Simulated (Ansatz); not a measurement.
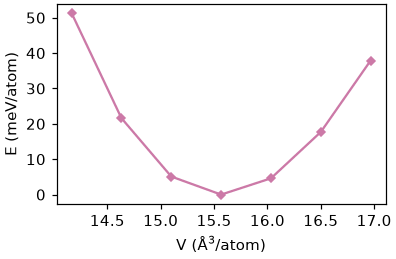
Figure. TiAl3 in space group I4/mmm (No. 139; Al on 2b, Al on 4d, Ti on 2a) under volume change, DFT-PBEsol in the program Ansatz with PAW potentials, shape and atoms relaxed at each volume.

### Question
What does a third-order Birch–Murnaghan fit give for V₀, B₀ and B′?

### Answer
V₀ = 15.57 Å³/atom, B₀ = 111 GPa, B′ = 4.0.

Symmetry was held in the PBEsol relaxation. No spin polarisation was allowed.

Potentials: the later of the program's two PAW sets.
